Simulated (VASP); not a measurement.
Band structure of GdNiAs (space group P-6m2). All values below come from PBEsol GGA, VASP's PBE PAW potentials (set 64) (plane waves; VASP).

The 4f electrons are frozen in the core of the lanthanide potential, so 4f levels, which can set the real gap, and their magnetism are missing.

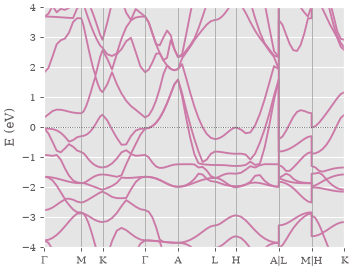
Figure: Bands along high-symmetry lines, zero at the valence-band maximum or, without a gap, the Fermi level

Question: Read the plot: is there a gap, and where are the band edges?

Answer: It has no gap at this level: it comes out as a metal or semimetal. (Edges off the drawn lines would not show.)

The structure comes from a computed database's GdNiAs entry (P-6m2); how it stands against other phases isn't given here. It was relaxed first. The run is not spin-polarised, so no magnetic state was tried.
